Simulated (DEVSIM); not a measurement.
Device: abrupt GaAs n-p junction, at 350 K.

```tsv
layer (left to right)	material	thickness (μm)	Nd (cm⁻³)	Na (cm⁻³)	τn (s)	τp (s)
1	GaAs	0.180	2.2e16	-	4.5e-9	4.5e-9
2	GaAs	79.0	-	1.7e14	4.5e-9	4.5e-9
```

Left contact: ohmic. Right contact: ohmic. Voltage is applied to the left contact. Recombination: SRH at mid-gap, radiative. Mobility is constant in doping.

This is a model device: material constants are rounded textbook-type values typed into the input, and sizes, dopings and lifetimes were drawn at random. Values at 300 K; Nc and Nv go as T^1.5, mobilities as T to minus their exponent, the gap by Varshni's rule with the affinity fixed.

```
parameter             GaAs
----------------  --------
gap (eV)             1.424
affinity (eV)         4.07
permittivity          12.9
Nc (cm⁻³)           4.7e17
Nv (cm⁻³)             9e18
μn (cm²/Vs)           8500
μp (cm²/Vs)            400
T exponent of μn       2.1
T exponent of μp       2.2
B (cm³/s)            2e-10
Varshni α (eV/K)  0.000541
Varshni β (K)          204
```

Simulated with DEVSIM: 1D drift-diffusion, Boltzmann statistics, complete ionisation; no tunnelling, impact ionisation, image-force lowering or self-heating.

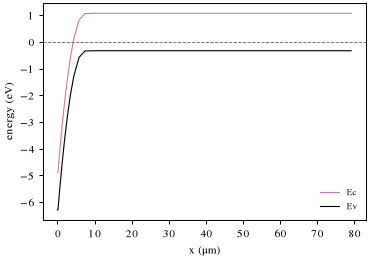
*Band edges at 5.0 V on the left contact*

Energies count from the Fermi level of the right contact; mesh points crowd at the junctions.

```csv
x (μm),Ec (eV),Ev (eV),n (cm⁻³),p (cm⁻³),field (V/cm)
0.000,-4.901,-6.302,2.2e16,< 1e2,230
0.02690,-4.900,-6.301,2.1e16,< 1e2,320
0.07238,-4.897,-6.298,2.0e16,< 1e2,1100
0.1319,-4.879,-6.280,1.1e16,< 1e2,6200
0.1767,-4.831,-6.232,2.2e15,< 1e2,16000
0.2003,-4.791,-6.192,5.7e14,< 1e2,17000
0.2561,-4.698,-6.099,2.6e13,< 1e2,17000
0.4452,-4.389,-5.790,9.5e8,8800,16000
0.8101,-3.818,-5.219,120000,200000,15000
1.635,-2.644,-4.045,110000,760000,13000
3.501,-0.587,-1.988,86000,3000000,8800
9.816,1.066,-0.335,< 1e2,1.7e14,≈ 0
22.00,1.066,-0.335,210,1.7e14,≈ 0
45.63,1.066,-0.335,260,1.7e14,≈ 0
68.05,1.066,-0.335,260,1.7e14,≈ 0
74.06,1.066,-0.335,270,1.7e14,≈ 0
76.93,1.066,-0.335,270,1.7e14,≈ 0
78.20,1.066,-0.335,270,1.7e14,≈ 0
78.86,1.066,-0.335,270,1.7e14,≈ 0
79.05,1.066,-0.335,270,1.7e14,≈ 0
79.14,1.066,-0.335,270,1.7e14,≈ 0
79.18,1.066,-0.335,270,1.7e14,≈ 0
```
